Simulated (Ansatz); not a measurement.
**MgS (Niningerite, Fm-3m): thermal expansion from first principles**

Wanted: α(T), C_P(T) and B(T) of MgS (Niningerite) in the quasi-harmonic approximation.

Experimental results on record:
- heat capacity C_P per formula unit 45.6 J/mol/K near room temperature (given in “High-Throughput Prediction of Finite-Temperature Properties using the Quasi-Harmonic Approximation”, 2016, arXiv:1603.06924)

Method: DFT r2SCAN, scalar-relativistic, plane waves, PAW, in Ansatz 0.2.0.

## 1. Set-up

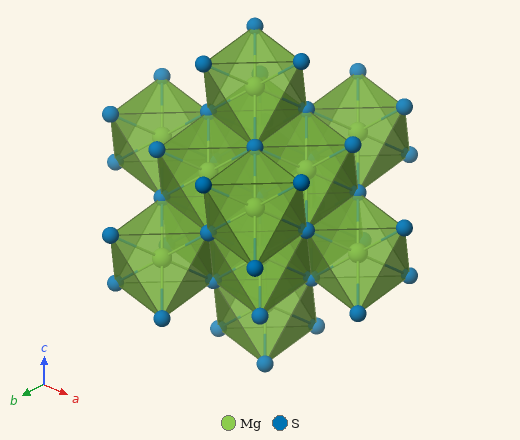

Start, viewed from a free direction; magnesium green, sulfur blue. This picture shows the conventional cell, with its axes. Some periodic images of atoms are drawn too.

Coordinates:

```cif
data_structure
_symmetry_space_group_name_H-M 'P 1'
_symmetry_Int_Tables_number 1
_cell_length_a 3.6793
_cell_length_b 3.6793
_cell_length_c 3.6793
_cell_angle_alpha 60.000
_cell_angle_beta 60.000
_cell_angle_gamma 60.000
_cell_volume 35.22
loop_
_atom_site_label
_atom_site_type_symbol
_atom_site_fract_x
_atom_site_fract_y
_atom_site_fract_z
_atom_site_occupancy
Mg1 Mg 0.00000 0.00000 0.00000 1
S2 S 0.50000 0.50000 0.50000 1
```

## 2. A first coarse run

A cheap single point shows whether the cell is a metal or an insulator and how far it is from rest; that sets the k-mesh and the occupations of what follows.

Input file input.yaml:

```yaml
crystal:
  lattice:
    - [0.0, 2.60165, 2.60165]
    - [2.60165, 0.0, 2.60165]
    - [2.60165, 2.60165, 0.0]
  atoms:
    - { symbol: Mg, position: [0.0, 0.0, 0.0] }
    - { symbol: S, position: [0.5, 0.5, 0.5] }
kpoints:
  mp_grid: { grid: [6, 6, 6] }
hamiltonian:
  xc: r2scan
scf:
  occupations: { method: gaussian, width: 0.1 }
  lower_state_search: "off"
output:
  forces: true
  stress: true
  eigenvalues: true
```

On the command line:

```sh
ansatz run input.yaml --threads 8 --pin off --max-ram 16384MiB --backend cpu --events-out ev --progress --plain --runs-dir out
```

Numbers of over 12 decimals in the logs are rounded to 6 here.

Log:

```text
Engine: ansatz 0.2.0, aarch64-unknown-linux-gnu
Pseudopotentials: kind: paw
Pseudopotential: Mg, paw, valence charge 10, recommended cutoff 500 eV (meta_gga), Mg.paw.azcp
Pseudopotential: S, paw, valence charge 6, recommended cutoff 500 eV (meta_gga), S.paw.azcp
Functional definition: r2SCAN
  parameter k0 = 0.174
  parameter k1 = 0.065
  parameter a1 = 4.9479
  exchange = r2scan_x(k0 = k0, k1 = k1, a1 = a1)
  correlation = r2scan_c
Crystal: 2 atoms, lattice volume = 35.219 Å³
Basis set: ecut = 500 eV, 893 PW (Γ), exchange–correlation on 108×108×108 points (64 copies of the dense FFT grid, shifted against one another)
Bands: 12, of which v1, the nominal top of the filled ones, is band 8 counted from 1 (7 counted from 0)
Symmetry: 48 space group operations
Space group: Fm-3m (ITA 225), of the structure as read, at distance tolerance 3.3e-5 Å
k-points: 16 of 216
Non-local potential: Mg, projectors of the file, l = 0: 3, l = 1: 2, l = 2: 1
Non-local potential: S, projectors of the file, l = 0: 2, l = 1: 2, l = 2: 2
PAW form: soft (Blöchl's): semilocal exchange-correlation on the pseudo side does not see the compensation charge
PAW frozen core: Mg, regenerated for the run's functional (the file was generated under x = pbe(κ = 0.804, μ = 0.219515), c = pbe(β = 0.066725))
PAW frozen core: S, regenerated for the run's functional (the file was generated under x = pbe(κ = 0.804, μ = 0.219515), c = pbe(β = 0.066725))
PAW one-centre angular grid: Mg, 302 points (default); XC on 224 Gauss nodes
PAW one-centre angular grid: S, 302 points (default); XC on 160 Gauss nodes
Initial density: superposition of atomic densities (neutral atoms: chi_scale 0, normalization atom), corrected by the library's trained network
Initial wavefunctions: pseudopotential atomic-orbital guess
Functional: x = r2scan, c = r2scan; τ floored in thin density (d = 2e-4 eV/Å³)
SCF iter   1: F=-2835.569369 eV  HF=-2835.527298 eV  |F-HF|=4.21e-2  |Δ(HF+E_count)|=         —  Δρ=7.02e-3  dr2=6.67e-3  dr2_τ=7.42e-3  ethr=1.77e-3  ⟨swp⟩=5.2  Hψ=1218  notcnv=0
preconditioner: auto → none  [insulator: Δε(μ)=3.396 eV  Ē_g=12.613 eV  σ=0.100 eV  W_gap=1.00  n_scr=8 (ndim 8)  ℏωp=17.7 eV  f_vac=0.000  D(μ)=0.00/eV (n_scr^D=0)  ε∞_Penn≈3.0]
SCF iter   2: F=-2835.573919 eV  HF=-2835.573857 eV  |F-HF|=6.20e-5  |Δ(HF+E_count)|=   4.66e-2  Δρ=2.92e-3  dr2=2.15e-3  dr2_τ=5.30e-5  ethr=4.17e-5  ⟨swp⟩=2.0  Hψ=576  notcnv=0
SCF iter   3: F=-2835.574051 eV  HF=-2835.574172 eV  |F-HF|=1.21e-4  |Δ(HF+E_count)|=   3.16e-4  Δρ=8.53e-4  dr2=2.16e-4  dr2_τ=2.06e-5  ethr=1.34e-5  ⟨swp⟩=2.0  Hψ=311  notcnv=0
SCF iter   4: F=-2835.574122 eV  HF=-2835.574120 eV  |F-HF|=1.41e-6  |Δ(HF+E_count)|=   5.19e-5  Δρ=1.53e-4  dr2=4.78e-6  dr2_τ=4.82e-7  ethr=1.35e-6  ⟨swp⟩=2.1  Hψ=315  notcnv=0
SCF iter   5: F=-2835.574123 eV  HF=-2835.574123 eV  |F-HF|=7.17e-9  |Δ(HF+E_count)|=   2.16e-6  Δρ=1.24e-5  dr2=1.93e-8  dr2_τ=3.76e-9  ethr=2.99e-8  ⟨swp⟩=2.4  Hψ=320  notcnv=0
SCF iter   6: F=-2835.574123 eV  HF=-2835.574123 eV  |F-HF|=7.74e-9  |Δ(HF+E_count)|=   2.44e-8  Δρ=5.13e-6  dr2=9.46e-9  dr2_τ=4.06e-10  ethr=1.21e-10  ⟨swp⟩=2.1  Hψ=627  notcnv=0
SCF 1 converged in 6 iterations: F = -2835.574123 eV  dr2 = 9.46e-9
  greatest PAW one-centre occupation: 1.000 electrons in one spin orbital (limit 2), on the Mg atom at site 0 (counted from 0), in its partial waves of l = 0
SCF converged after 6 iterations
Free energy (F): -2835.574123 eV
Harris-Foulkes:  -2835.574123 eV  (|F-HF|=7.74e-9)
Internal energy: -2835.574123 eV  (E = F + TS)
E sigma→0 (E₀):  -2835.574123 eV
Fermi energy:    7.891068 eV
--- Per-component energies (eV) ---
  E_band       = -349.385152
  E_kinetic    = 184.912316
  E_local      = -1667.176429  (includes V_loc(G=0)·N_el)
  E_nonlocal   = 123.579184
  E_hartree    = 593.957822
  E_xc         = -120.727498
  E_vxc        = -136.257721  (∫ρ·V_xc dr)
  E_paw        = -906.243522  (= ΣΔE_a)
  E_vpaw       = -49.341704  (= ΣTr[D̂ρ^β])
  E_aug_tail   = -0.000001  (compensation charges beyond the density's cutoff)
  E_vtau       = 6.985322  (kinetic-family band-sum trace: ∫τ·v_τ [+ j·A + Jᵃ·Aᵃ] dr)
  E_ewald      = -1043.740020
  E_core_change = -0.135975  (= ΣΔE_core)
  E_smearing   = -0.000000  (= −TS)
  E_closure    = -0.000000  (closes the sum)
  Σ components = -2835.574123   (vs F -2835.574123, Δ=0.00e0)
--- Forces (eV/Å), atoms counted from 1 ---
  atom   1  Mg    -0.00000000     0.00000000     0.00000000
  atom   2  S      0.00000000    -0.00000000     0.00000000
  max |Σ_I F_I| component: 3.01e-30 eV/Å
--- Stress (GPa, compression-positive) ---
        0.012520       0.000000      -0.000000
        0.000000       0.012520       0.000000
        0.000000      -0.000000       0.012520
  P = ⅓ Tr σ = 0.0125 GPa (0.125 kbar)
--- Band table (eV; the first three rows and the last of 16) ---
  k-point 0: bands = [... 4 lower, -7.0250, 6.1606, 6.1606, 6.1606, 10.8004, 14.6420, 14.6420, 14.6420]
  k-point 1: bands = [... 4 lower, -6.7524, 4.5670, 5.9832, 5.9832, 11.8153, 14.4628, 14.9311, 14.9311]
  k-point 2: bands = [... 4 lower, -6.0980, 2.3036, 5.6744, 5.6744, 11.6389, 14.0837, 14.0837, 16.4933]
  k-point 15: bands = [... 4 lower, -5.2717, 2.3484, 3.5398, 3.9525, 11.2331, 12.9420, 16.0679, 16.7284]
```

Wall time 0.5 s (8 threads of Arm Neoverse V2, shared host); peak memory 0.5 GiB.

Numbers from this step:

* pressure: 0.01252 GPa
* gap on the k-mesh: 3.461 eV
* volume per atom: 17.61 Å³/atom

The start is under 0.013 GPa at this level and looks like an insulator or semiconductor on this mesh.

## 3. Relaxation

The vibrations must be taken about the equilibrium of this functional, not about the starting cell, so the structure is relaxed.

input.yaml, the sections that differ from step 2:

```yaml
kpoints:
  mp_grid: { grid: [8, 8, 8] }
scf:
  occupations: { method: gaussian, width: 0.02 }
  lower_state_search: "off"
relax:
  adjacent_minimum: "off"
  f_tol: 0.005
  max_steps: 80
  cell: { stress_tol: 0.05 }
# crystal, hamiltonian, output: as in step 2
```

Log:

```text
[...]
Crystal: 2 atoms, lattice volume = 35.219 Å³
Basis set: ecut = 500 eV, 893 PW (Γ), exchange–correlation on 108×108×108 points (64 copies of the dense FFT grid, shifted against one another)
Bands: 12, of which v1, the nominal top of the filled ones, is band 8 counted from 1 (7 counted from 0)
Symmetry: 48 space group operations
[...]
k-points: 29 of 512
[...]
SCF iter   1: F=-2835.571162 eV  HF=-2835.529327 eV  |F-HF|=4.18e-2  |Δ(HF+E_count)|=         —  Δρ=7.01e-3  dr2=6.60e-3  dr2_τ=7.36e-3  ethr=1.77e-3  ⟨swp⟩=6.2  Hψ=2389  notcnv=0
[...]
SCF iter   6: F=-2835.576045 eV  HF=-2835.576045 eV  |F-HF|=6.85e-9  |Δ(HF+E_count)|=   2.20e-8  Δρ=4.91e-6  dr2=7.84e-9  dr2_τ=3.57e-10  ethr=1.40e-10  ⟨swp⟩=2.3  Hψ=1152  notcnv=0
SCF 1 converged in 6 iterations: F = -2835.576045 eV  dr2 = 7.84e-9
[...]
relax step   1: F+E_penalty+E_count = -2835.57604483 eV  Δ(F+E_penalty+E_count) = +0.000e0 eV  max|allowed force component| = 2.580e-30 eV/Å  Δτ_max = 0.0000 Å  P = -0.009 GPa  Ω = 35.219 Å³  (6 SCF iters, dr2 threshold 1.00e-7 eV, accepted)
[...]
iter 1 solved again at ethr=8.01e-8 eV; its pass at ethr=3.10e-3 eV (dr2=1.28e-5 eV) is discarded
[...]
SCF iter   4: F=-2835.576045 eV  HF=-2835.576045 eV  |F-HF|=3.18e-12  |Δ(HF+E_count)|=  1.64e-11  Δρ=1.08e-7  dr2=2.12e-12  dr2_τ=2.28e-13  ethr=1.00e-12  ⟨swp⟩=5.0  Hψ=1275  notcnv=0
SCF 2 converged in 4 iterations: F = -2835.576045 eV  dr2 = 2.12e-12
relax step   2: F+E_penalty+E_count = -2835.57604484 eV  Δ(F+E_penalty+E_count) = -2.933e-9 eV  max|allowed force component| = 9.203e-31 eV/Å  Δτ_max = 0.0000 Å  P = -0.009 GPa  Ω = 35.219 Å³  stress off target by 8.53e-3 GPa  SCF on the basis re-selected at this cell (its energy is not comparable with the rows above)  (4 SCF iters)
basis re-selected at this cell: Δ(F+E_penalty+E_count) = -2.933e-9 eV, ΔP = -0.000 GPa vs the last step (what re-selecting the basis moved, of the pressure what is left beyond the Pulay correction that the steps carried, after the strain that the cell walked since its last selection, with what the two solves' SCF thresholds leave and, on support functions, any second-order correction that the steps lacked; it is no m [...]
SCF converged after 4 iterations
Free energy (F): -2835.576045 eV
[...]
Internal energy: -2835.576045 eV  (E = F + TS)
E sigma→0 (E₀):  -2835.576045 eV
Fermi energy:    7.890192 eV
[...]
--- Stress (GPa, compression-positive) ---
       -0.008530       0.000000      -0.000000
        0.000000      -0.008530      -0.000000
        0.000000      -0.000000      -0.008530
  P = ⅓ Tr σ = -0.0085 GPa (-0.085 kbar)
--- Band table (eV; the first three rows and the last of 29) ---
  k-point 0: bands = [... 4 lower, -7.0265, 6.1590, 6.1590, 6.1590, 10.7994, 14.6414, 14.6414, 14.6414]
  k-point 1: bands = [... 4 lower, -6.8704, 5.1480, 6.0530, 6.0530, 11.5514, 14.3841, 14.9034, 14.9034]
  k-point 2: bands = [... 4 lower, -6.4489, 3.3643, 5.8207, 5.8207, 11.8702, 14.5587, 14.5587, 15.2783]
  k-point 28: bands = [... 4 lower, -5.2619, 2.8807, 2.8807, 3.8149, 12.0771, 14.7537, 14.7537, 14.9647]
--- Relaxed structure (1 steps of the walk, 1 accepted, 1 SCFs on fresh bases) ---
  F+E_penalty+E_count = -2835.57604484 eV   max|allowed force component| = 9.203e-31 eV/Å   (the final SCF, on the basis selected at the relaxed cell)
  cell:  # Å, volume = 35.2190 Å³
    - [0.0, 2.60165, 2.60165]
    - [2.60165, 0.0, 2.60165]
    - [2.60165, 2.60165, 0.0]
  atoms:
    - { symbol: Mg, position: [0.0, 0.0, 0.0] }
    - { symbol: S, position: [0.5, 0.5, 0.5] }
```

The job ended after 1.1 s (8 threads; peak memory 0.53 GiB; 5.8 s of CPU time).

Little changed from the start: no atom moved by 0.005 Å and no cell edge by 0.1 %.

This step gave:

```yaml
pressure: -0.008530 GPa
gap_on_the_k_mesh: 3.462 eV
```

## 4. Tight relaxation

The relaxation is repeated with tighter thresholds on force and stress, since phonons are sensitive to what is left; a change of mesh or smearing in the input moves the cell too.

input.yaml, the sections that differ from step 3:

```yaml
scf:
  occupations: { method: fixed }
  lower_state_search: "off"
output:
  forces: true
  stress: true
  eigenvalues: true
  write_density: true
  write_potential: true
  elf: true
  volumetric_format: npy
relax:
  adjacent_minimum: "off"
  f_tol: 0.001
  max_steps: 60
  cell: { stress_tol: 0.01 }
# crystal, kpoints, hamiltonian: as in step 3
```

Log:

```text
[...]
Crystal: 2 atoms, lattice volume = 35.219 Å³
Basis set: ecut = 500 eV, 893 PW (Γ), exchange–correlation on 108×108×108 points (64 copies of the dense FFT grid, shifted against one another)
Bands: 12, of which v1, the nominal top of the filled ones, is band 8 counted from 1 (7 counted from 0)
Symmetry: 48 space group operations
[...]
k-points: 29 of 512
[...]
SCF iter   1: F=-2835.571398 eV  HF=-2835.529595 eV  |F-HF|=4.18e-2  |Δ(HF+E_count)|=         —  Δρ=7.01e-3  dr2=6.59e-3  dr2_τ=7.37e-3  ethr=1.77e-3  ⟨swp⟩=4.8  Hψ=2030  notcnv=0  defer=48
[...]
SCF iter   6: F=-2835.576045 eV  HF=-2835.576045 eV  |F-HF|=7.28e-9  |Δ(HF+E_count)|=   2.40e-8  Δρ=5.05e-6  dr2=8.64e-9  dr2_τ=3.77e-10  ethr=1.30e-10  ⟨swp⟩=7.3  Hψ=2370  notcnv=0
SCF 1 converged in 6 iterations: F = -2835.576045 eV  dr2 = 8.64e-9
[...]
relax step   1: F+E_penalty+E_count = -2835.57604483 eV  Δ(F+E_penalty+E_count) = +0.000e0 eV  max|allowed force component| = 2.309e-30 eV/Å  Δτ_max = 0.0000 Å  P = -0.009 GPa  Ω = 35.219 Å³  (6 SCF iters, dr2 threshold 1.00e-7 eV, accepted)
[...]
SCF iter   5: F=-2835.576045 eV  HF=-2835.576045 eV  |F-HF|=0.00e0  |Δ(HF+E_count)|=  2.73e-12  Δρ=1.01e-8  dr2=1.97e-14  dr2_τ=1.69e-15  ethr=1.00e-12  ⟨swp⟩=7.3  Hψ=1712  notcnv=0
SCF 2 converged in 5 iterations: F = -2835.576045 eV  dr2 = 1.97e-14
relax step   2: F+E_penalty+E_count = -2835.57604484 eV  Δ(F+E_penalty+E_count) = -3.165e-9 eV  max|allowed force component| = 3.065e-30 eV/Å  Δτ_max = 0.0000 Å  P = -0.009 GPa  Ω = 35.219 Å³  stress off target by 8.53e-3 GPa  SCF on the basis re-selected at this cell (its energy is not comparable with the rows above)  (5 SCF iters)
[...]
SCF converged after 5 iterations
Free energy (F): -2835.576045 eV
[...]
Internal energy: -2835.576045 eV  (E = F + TS)
E sigma→0 (E₀):  -2835.576045 eV
Fermi energy:    6.159034 eV
[...]
--- Stress (GPa, compression-positive) ---
       -0.008534       0.000000      -0.000000
        0.000000      -0.008534      -0.000000
        0.000000       0.000000      -0.008534
  P = ⅓ Tr σ = -0.0085 GPa (-0.085 kbar)
--- Band table (eV; the first three rows and the last of 29) ---
  k-point 0: bands = [... 4 lower, -7.0265, 6.1590, 6.1590, 6.1590, 10.7994, 14.6414, 14.6414, 14.6414]
  k-point 1: bands = [... 4 lower, -6.8704, 5.1480, 6.0530, 6.0530, 11.5514, 14.3841, 14.9034, 14.9034]
  k-point 2: bands = [... 4 lower, -6.4489, 3.3643, 5.8207, 5.8207, 11.8702, 14.5587, 14.5587, 15.2783]
  k-point 28: bands = [... 4 lower, -5.2619, 2.8807, 2.8807, 3.8149, 12.0771, 14.7537, 14.7537, 14.9647]
--- Relaxed structure (1 steps of the walk, 1 accepted, 1 SCFs on fresh bases) ---
[...]
cell:  # Å, volume = 35.2190 Å³
    - [0.0, 2.60165, 2.60165]
    - [2.60165, 0.0, 2.60165]
    - [2.60165, 2.60165, 0.0]
  atoms:
    - { symbol: Mg, position: [0.0, 0.0, 0.0] }
    - { symbol: S, position: [0.5, 0.5, 0.5] }
```

The job ended after 1.1 s (8 threads; peak memory 0.54 GiB; 6.2 s of CPU time).

Little changed from the start: no atom moved by 0.005 Å and no cell edge by 0.1 %.

Numbers from this step:

- pressure: -0.008534 GPa

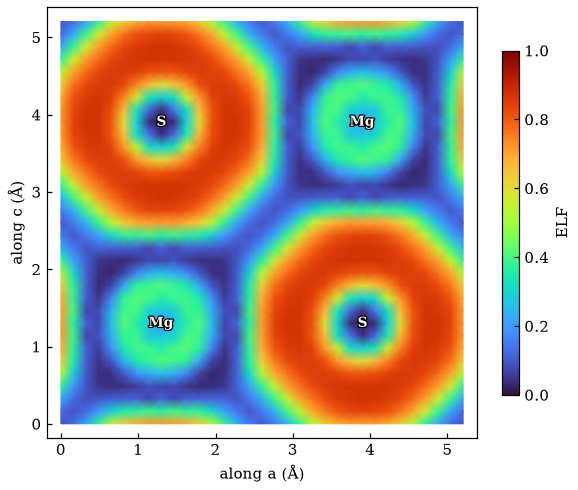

ELF in the ac plane of the conventional cell at fractional y = 0.000, with atoms of Mg and S within 0.2 Å of it. It is the smooth field of the valence electrons, not physical close to the nuclei. The map starts off the cell's origin, so that atoms lie inside it.

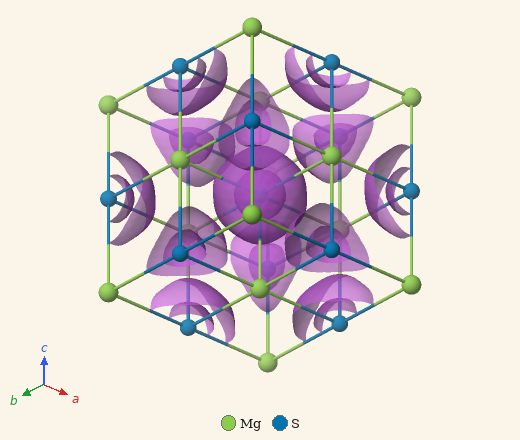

Surface of ELF = 0.79.

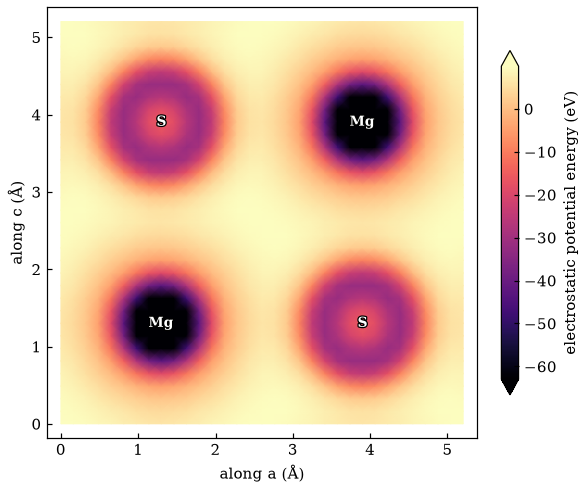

Electrostatic potential energy in the ac plane of the conventional cell at fractional y = 0.000, with atoms of Mg and S within 0.2 Å of it. With pseudopotentials it is smooth inside the atoms' cores, unlike the true potential. The map starts off the cell's origin, so that atoms lie inside it.

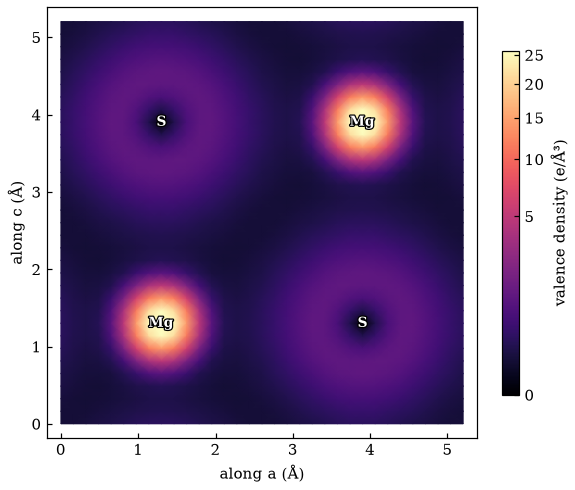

Valence density in the ac plane of the conventional cell at fractional y = 0.000, with atoms of Mg and S within 0.2 Å of it. It is the smooth field of the valence electrons, not physical close to the nuclei. The map starts off the cell's origin, so that atoms lie inside it. The colour scale is stretched toward low values.

The residual pressure is -0.0085 GPa, small enough for phonons.

(Part 1 of 2 ends here.)

[Logs are printed without paths, hosts, clocks, repeated set-up lines and the standing remarks that a program may print on its own settings, such as how far it seeks lower states.]

[Hosts, paths, dates, database ids (printed as entryN), source tags and the programs' standing remarks are cut or masked in the printed files.]

[A step with changed settings may run another functional than the one named; its input shows which.]
